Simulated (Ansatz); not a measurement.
# BH2SO (SMILES O[B]S): levels of theory compared

Aim: a comparison of 6 runs (UHF/STO-3G, U-wB97X/STO-3G, UBLYP/STO-3G, USVWN5/STO-3G, UMP2/STO-3G, UCCSDT(Q)/STO-3G) of BH2SO. 

The calculation is run with Ansatz 0.2.0.

76 further runs of the same task are left out: 2 that didn't finish, 74 set aside as unsound or not needed.

### 1 The molecule

The species is BH2SO (5 atoms), meant as a doublet with charge 0. SMILES: `O[B]S`. The S3–B2 distance was set to 2.677 Å, away from the relaxed value. At this shape a bond of the SMILES string is far longer than usual.

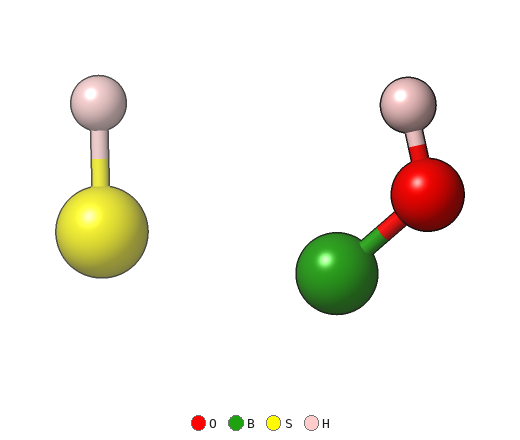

Viewed from a chosen angle; oxygen red, boron green, sulfur yellow, hydrogen pink.

### 2 The energy at UHF/STO-3G (run 1)

input.yaml reads:

```yaml
crystal:
  periodic: [false, false, false]
  atoms:
    - {symbol: O, position_ang: [-2.148730, 0.010998, -0.686294]}
    - {symbol: B, position_ang: [-1.308330, 0.891298, -0.140994]}
    - {symbol: S, position_ang: [1.253800, 0.694200, 0.611100]}
    - {symbol: H, position_ang: [-1.801130, -0.874302, -0.855394]}
    - {symbol: H, position_ang: [1.492100, -0.598600, 0.278200]}
basis:
  gaussian:
    orbitals: STO-3G
magnetization:
  spin_polarized: true
  initial_magnetization: 1
hamiltonian:
  xc: hf
accuracy: high
```

Launch:

```console
$ ansatz run input.yaml --threads 1 --pin off --max-ram 2610MiB --events-out events.jsonl --progress --plain --runs-dir runs
```

Output:

```text
Warning: RAYON_NUM_THREADS=1 ignored (pool sized by the plan → 1); use --threads N
Functional definition: HF
  name "HF"
  exchange = exact_x
  correlation = 0
354 factors; integrals over basis functions are off by at most 3.2e-8 eV
mean field evaluation 1: about -13396.1892 eV, gradient 1.6e1 eV
mean field evaluation 2: about -13396.2518 eV, gradient 1.6e1 eV
mean field evaluation 4: about -13399.3857 eV, gradient 2.9e0 eV
mean field evaluation 8: about -13399.7393 eV, gradient 1.8e-1 eV
mean field evaluation 16: about -13399.7370 eV, gradient 3.1e-8 eV
mean field evaluation 32: about -13399.3363 eV, gradient 1.0e0 eV
mean field evaluation 64: about -13395.5053 eV, gradient 2.9e0 eV
mean field evaluation 96: about -13397.1226 eV, gradient 5.5e-2 eV
mean field -13399.73703171 eV, -492.4312532472 hartree, gradient 3.1e-8 eV, S^2 1.016682; 5 other end points of the search recorded, 0 dependent functions left out
reference -13399.73703171 eV, -492.4312532472 hartree; 16, 15 occupied and 5, 6 virtual orbitals, 354 factors
Total energy: -13399.73703171 eV, -492.4312532472 hartree
```

It took 0.42 s on 1 thread of Arm Neoverse V1, shared host.

### 3 The energy at U-wB97X/STO-3G (run 2)

molecule.yaml reads:

```yaml
crystal:
  periodic: [false, false, false]
  atoms:
    - symbol: O
      position_ang: [-2.148730, 0.010998, -0.686294]
    - symbol: B
      position_ang: [-1.308330, 0.891298, -0.140994]
    - symbol: S
      position_ang: [1.253800, 0.694200, 0.611100]
    - symbol: H
      position_ang: [-1.801130, -0.874302, -0.855394]
    - symbol: H
      position_ang: [1.492100, -0.598600, 0.278200]
basis:
  gaussian:
    orbitals: STO-3G
magnetization:
  spin_polarized: true
  initial_magnetization: 1
hamiltonian:
  xc: {name: wB97X}
accuracy: high
```

Launch:

```console
$ ansatz run molecule.yaml --threads 1 --pin off --max-ram 2610MiB --events-out events.jsonl --progress --plain --runs-dir runs
```

Output, cut to the lines that bear on the results:

```text
Warning: RAYON_NUM_THREADS=1 ignored (pool sized by the plan → 1); use --threads N
Functional definition: wB97X
  name "wB97X"
[...]
      + exact_x_lr(omega)
[...]
      + integral(e_c_pw_opposite_spin*poly(b97_u_opposite, 1, cos1, cos2, cos3, cos4))
354 factors; integrals over basis functions are off by at most 3.2e-8 eV
159 factors; integrals over basis functions are off by at most 8.8e-10 eV
[...]
mean field -13429.57728886 eV, -493.5278624713 hartree, gradient 3.6e-8 eV, S^2 0.840649; 2 other end points of the search recorded, 0 dependent functions left out
reference -13429.57728735 eV, -493.5278624156 hartree; 16, 15 occupied and 5, 6 virtual orbitals, 354 factors
Total energy: -13429.57728735 eV, -493.5278624156 hartree
```

Wall time 12 s (1 thread of Arm Neoverse V1, shared host); peak memory 0.41 GiB.

Runs 3 to 5 aren't shown in full; the table further down has their settings and results.

### 4 The energy at UCCSDT(Q)/STO-3G (run 6)

molecule.yaml reads:

```yaml
crystal:
  periodic: [false, false, false]
  atoms:
    - {symbol: O, position_ang: [-2.148730, 0.010998, -0.686294]}
    - {symbol: B, position_ang: [-1.308330, 0.891298, -0.140994]}
    - {symbol: S, position_ang: [1.253800, 0.694200, 0.611100]}
    - {symbol: H, position_ang: [-1.801130, -0.874302, -0.855394]}
    - {symbol: H, position_ang: [1.492100, -0.598600, 0.278200]}
basis:
  gaussian: {orbitals: STO-3G}
accuracy: high
scf: {omitted_lower_state_checks: [cluster_reference, increment]}
magnetization: {spin_polarized: true, initial_magnetization: 1}
correlation: {method: ccsdt_q, frozen_orbitals: {B: 1, H: 0, O: 1, S: 5}}
```

Launch:

```console
$ ansatz run molecule.yaml --threads 1 --pin off --max-ram 2610MiB --events-out events.jsonl --progress --plain --runs-dir runs
```

Output:

```text
Warning: RAYON_NUM_THREADS=1 ignored (pool sized by the plan → 1); use --threads N
[... 13 lines left out ...]
7 core orbitals not correlated: weight in the atoms' cores, before any rotation towards them, 1.000 or more for the frozen orbitals, at most 0.000 for the correlated occupied ones
[... 51 lines left out ...]
Total energy: -13403.23078288 eV, -492.5596462348 hartree
Checks for a lower state left out: cluster_reference, increment
```

Wall time 2.4 s (1 thread of Arm Neoverse V1, shared host); peak memory 0.12 GiB.

### 5 All runs side by side

| run | level | frozen core orbitals | energy (Eh) | ⟨S²⟩ | wall time |
| --- | --- | --- | --- | --- | --- |
| 1 | UHF/STO-3G | – | -492.431253 | 1.017 | 0.42 s |
| 2 | U-wB97X/STO-3G | – | -493.527862 | 0.841 | 12 s |
| 3 | UBLYP/STO-3G | – | -493.479691 | 0.769 | 2.2 s |
| 4 | USVWN5/STO-3G | – | -491.295079 | 0.759 | 1.3 s |
| 5 | UMP2/STO-3G | 7 | -492.517853 | 1.017 | 0.3 s |
| 6 | UCCSDT(Q)/STO-3G | 7 | -492.559646 | 1.017 | 2.4 s |

### 6 Results

```
                                          quantity          value
                               run 6: total energy  -492.55965 Eh
run 6: correlation energy (7 core orbitals frozen)     -128.4 mEh
          run 6: ⟨S²⟩ of the reference determinant          1.017
                              run 6: T1 diagnostic          0.036
```

**Reading.** Below the UHF energy at the same shape and in the same basis (STO-3G): UMP2 -86.6 mEh; UCCSDT(Q) -128.4 mEh. Totals of different functionals can't be ranked against each other. In runs 1, 2, 3, 4, 5, 6 the basis is minimal, so the values are rough. Spin contamination of the reference: run 1 ⟨S²⟩ = 1.02, run 5 ⟨S²⟩ = 1.02, run 6 ⟨S²⟩ = 1.02. All runs together took 19 s, the longest 12 s.
